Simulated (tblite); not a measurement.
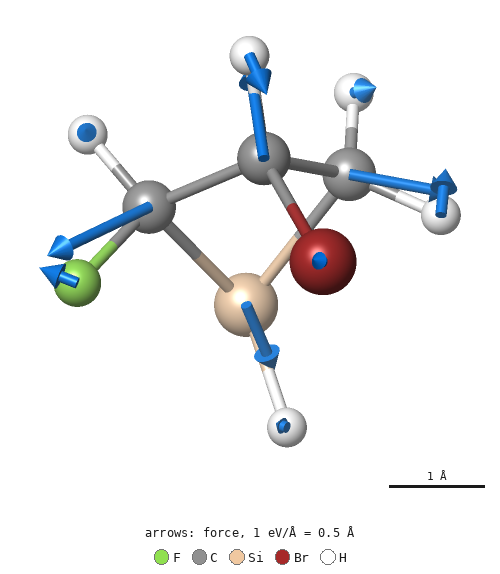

Starting geometry of C3H5BrFSi (multiplicity 2) with the computed forces as blue arrows. A ball-and-stick model, seen at a tilt.

Theory: GFN2-xTB geometry optimisation, gas phase (tblite). 

### What follows when this structure is relaxed?

It isn't relaxed: the largest force vector, on a C atom, is 2.97 eV/Å. The final displacements follow the starting forces only in part (cosine between the two patterns 0.61). Over 29 geometry steps the energy falls by 13.9 kcal/mol. An H atom moves most after the best rigid fit: 0.23 Å. Largest moves by element: H 0.23 Å, F 0.16 Å, C 0.11 Å, Br 0.08 Å, Si 0.08 Å. Some distances before and after: C–Si 1.860 → 1.948 Å, Br–C 1.912 → 1.961 Å, C–Si 1.887 → 1.931 Å, C–H 1.120 → 1.092 Å. Among the angles between lasting bonds that change: Si–C–H 109.3° → 118.7°, H–C–H 116.9° → 107.7°, Br–C–H 115.0° → 106.0°.
